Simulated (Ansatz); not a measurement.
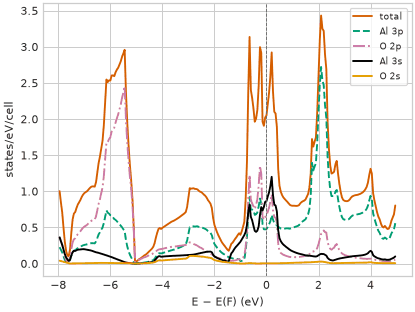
Figure. Total and projected density of states of Al2O (anti-fluorite, Fm-3m), DFT-r²SCAN in the program Ansatz with PAW potentials

Question: Which orbitals carry the states next to the Fermi level?

Answer: Within 0.5 eV of the Fermi level: O 2p 35 %, Al 3s 34 %, Al 3p 28 %. Projections are on Löwdin-orthogonalised atomic valence shells; empty p or d shells of many metals are not among them.

Question: Where is the tallest occupied peak in this window, and what makes it?

Answer: Near -0.6 eV, about 3.1 states/eV per cell; the largest projected share is O 2p.

The start of the workflow was typed in or built on a structure type; the Crystallography Open Database files this formula in space group No. 225, but the cells were not matched. Its standing as an ambient phase is unchecked. Symmetry was held in the r²SCAN relaxation. At this level the phase is mechanically unstable. Its formation energy is positive at this level, so the cell may be metastable or incomplete.

Potentials: the earlier of the program's two PAW sets. The files were generated under PBE; for other functionals the program regenerates the frozen cores, and for LDA and PBEsol the local potential too.
